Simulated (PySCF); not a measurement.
## Two runs on SF$_{4}$

System: SF$_{4}$.
Method of the first run: TDDFT HF/def2-SVPD, vertical, gas phase, core orbitals frozen in the response (PySCF 2.14.0).

The geometry comes from this level: PBE0-D3(BJ)/def2-SVP. Text and figures count atoms from 1; the logs count them from 0 in places.

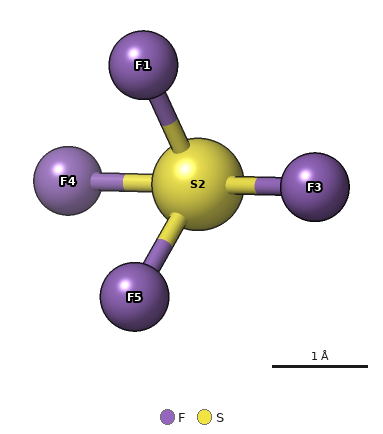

Fig. 1: The structure as given in the input (ball-and-stick view, seen at a tilt; atoms are numbered from 1 in the order of the input).

## Input, the first run
```
{"job": {"kind": "uv", "xc": "HF", "basis": "def2-SVPD", "ip": true}, "charge": 0, "multiplicity": 1}
F     -0.036732     1.316753    -0.255666
S     -0.296963    -0.138762     0.303246
F     -1.327699    -0.368460    -0.975097
F      0.881515     0.160110     1.430062
F      0.779879    -0.969640    -0.502545
```

The first line tells a small driver script what to run in PySCF; the rest is the geometry in Å.

Hardware: 1 CPU thread, shared host.

## Output (the first run)
```
final grid: 58168 points
cycle   1  E = -794.5462181884  dE =  8.489e-01  |g| = 9.565e-01  |ddm| = 2.671e+00
cycle   2  E = -794.6703718895  dE = -1.242e-01  |g| = 6.017e-01  |ddm| = 1.387e+00
cycle   3  E = -794.7312176869  dE = -6.085e-02  |g| = 7.125e-02  |ddm| = 4.813e-01
cycle   4  E = -794.7326801613  dE = -1.462e-03  |g| = 2.225e-02  |ddm| = 9.931e-02
cycle   5  E = -794.7329827946  dE = -3.026e-04  |g| = 6.952e-03  |ddm| = 5.919e-02
cycle   6  E = -794.7330123833  dE = -2.959e-05  |g| = 3.439e-03  |ddm| = 1.993e-02
cycle   7  E = -794.7330175217  dE = -5.138e-06  |g| = 5.502e-04  |ddm| = 9.012e-03
cycle   8  E = -794.7330177055  dE = -1.838e-07  |g| = 8.316e-05  |ddm| = 1.836e-03
cycle   9  E = -794.7330177094  dE = -3.838e-09  |g| = 1.879e-05  |ddm| = 2.015e-04
cycle  10  E = -794.7330177096  dE = -1.999e-10  |g| = 5.148e-06  |ddm| = 4.454e-05
converged SCF energy = -794.7330177096

Static polarisability (au): isotropic 25.841, principal 21.412 25.465 30.645

Singlet excitations
state   eV       nm        f      main configurations
  1   7.6640    161.8   0.08940   H->L 0.80, H->L+4 0.17
  2   9.9835    124.2   0.09346   H->L+5 0.41, H->L+1 0.33, H->L+2 0.11
  3  10.9444    113.3   0.11911   H->L+11 0.28, H-1->L 0.26, H->L+3 0.21
  4  11.1537    111.2   0.00000   H-2->L 0.54, H-2->L+4 0.13
  5  11.5080    107.7   0.00111   H->L+1 0.55, H->L+2 0.22, H->L+5 0.08
  6  11.7321    105.7   0.33903   H->L+3 0.33, H-1->L 0.31, H->L+11 0.10
  7  11.9947    103.4   0.01285   H-4->L 0.61, H-4->L+4 0.11
  8  12.0748    102.7   0.00001   H-5->L 0.41, H-5->L+4 0.14, H-3->L 0.09
  9  12.3299    100.6   0.00359   H-4->L 0.19, H-6->L 0.18, H->L+4 0.18
 10  12.4219     99.8   0.00054   H-3->L 0.64, H-5->L 0.12, H-3->L+4 0.11

Triplet excitations (Tamm-Dancoff, eV): 4.7978 8.8390 9.1282 10.4054
Vertical ionisation energy (delta-SCF) = 12.4511 eV
```

The input of the second run differs as follows (lines with − go, lines with + come):
```diff
-"xc": "HF"
+"xc": "LDA"
```

How does the second run compare with the first run?

The total energies belong to different methods, so their difference says nothing on which is more stable or more accurate. The HOMO goes from −14.22 to −8.79 eV. The LUMO goes from 1.21 to −3.70 eV. The dipole moment goes from 1.03 to 0.77 D. The lowest excitation goes from 7.66 to 5.87 eV. The strongest computed line goes from 11.73 to 5.87 eV. The method changes from HF to LDA. Exact exchange removes part of the self-interaction error of semilocal functionals, which pushes filled and empty levels apart. The SCF takes 14 iterations against 10.

## Output (the second run)
```
coarse grid: 5968 points
cycle   1  E = -793.0412543635  dE =  9.253e-01  |g| = 9.335e-01  |ddm| = 2.643e+00
cycle   2  E = -792.1736276447  dE =  8.676e-01  |g| = 2.431e+00  |ddm| = 2.399e+00
cycle   3  E = -793.1885138989  dE = -1.015e+00  |g| = 3.232e-01  |ddm| = 1.707e+00
cycle   4  E = -793.2030018032  dE = -1.449e-02  |g| = 1.446e-01  |ddm| = 3.047e-01
cycle   5  E = -793.2062906336  dE = -3.289e-03  |g| = 2.730e-02  |ddm| = 1.165e-01
cycle   6  E = -793.2064307794  dE = -1.401e-04  |g| = 5.119e-03  |ddm| = 2.928e-02
cycle   7  E = -793.2064364098  dE = -5.630e-06  |g| = 1.360e-03  |ddm| = 5.646e-03
final grid: 58168 points
cycle   8  E = -793.2443795147  dE = -8.068e-06  |g| = 4.793e-03  |ddm| = 1.245e-02
cycle   9  E = -793.2443604742  dE =  1.904e-05  |g| = 1.157e-02  |ddm| = 1.080e-02
cycle  10  E = -793.2443831823  dE = -2.271e-05  |g| = 1.051e-03  |ddm| = 8.086e-03
cycle  11  E = -793.2443833403  dE = -1.580e-07  |g| = 3.866e-04  |ddm| = 9.320e-04
cycle  12  E = -793.2443833651  dE = -2.480e-08  |g| = 7.848e-05  |ddm| = 3.266e-04
cycle  13  E = -793.2443833661  dE = -9.825e-10  |g| = 3.961e-05  |ddm| = 8.042e-05
cycle  14  E = -793.2443833664  dE = -2.560e-10  |g| = 5.085e-06  |ddm| = 2.928e-05
converged SCF energy = -793.2443833664

Static polarisability (au): isotropic 30.415, principal 25.650 29.345 36.250

Singlet excitations
state   eV       nm        f      main configurations
  1   5.8716    211.2   0.02638   H->L 0.95
  2   6.7528    183.6   0.00000   H-2->L 1.00
  3   6.7936    182.5   0.01401   H-1->L 0.96
  4   7.1773    172.7   0.02569   H->L+1 0.99
  5   7.5328    164.6   0.00135   H-3->L 0.95
  6   7.5353    164.5   0.00719   H-4->L 0.96
  7   8.4184    147.3   0.00000   H-1->L+1 0.97
  8   8.6632    143.1   0.01176   H-5->L 0.97
  9   8.7490    141.7   0.00014   H-2->L+1 0.87, H->L+2 0.12
 10   8.7554    141.6   0.00000   H-6->L 0.97

Triplet excitations (Tamm-Dancoff, eV): 4.6415 6.3369 6.5913 6.7255
Vertical ionisation energy (delta-SCF) = 12.7862 eV
Vertical electron affinity (delta-SCF) = 0.1399 eV
```

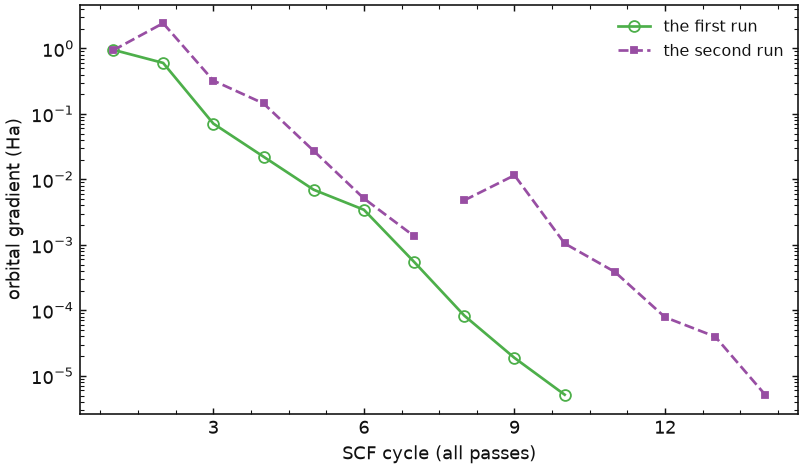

Fig. 2: Convergence of the two runs: orbital gradient against the SCF cycle. A break in a curve parts two SCF passes (coarse and final grid). The first run takes 10 cycles in all, and the second run takes 14.

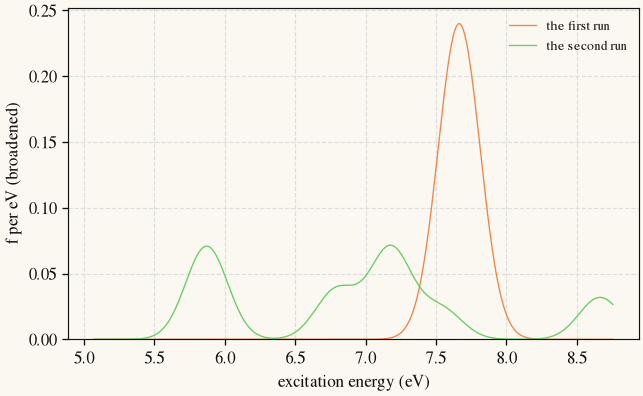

Fig. 3: Absorption of the two runs from their computed states, each broadened by a Gaussian of 0.35 eV full width; the range ends where the shorter list of states ends.

## The two runs side by side

```csv
quantity,the first run,the second run
outcome,converged,converged
total energy (hartree),−794.733018,−793.244383
HOMO (eV),−14.22,−8.79
LUMO (eV),1.21,−3.70
dipole moment (D),1.03,0.77
lowest excitation (eV),7.66,5.87
SCF iterations,10,14
strongest computed line (eV),11.73,5.87
basis functions,119,119
wall time (shared host),4.2 s,12 s
```
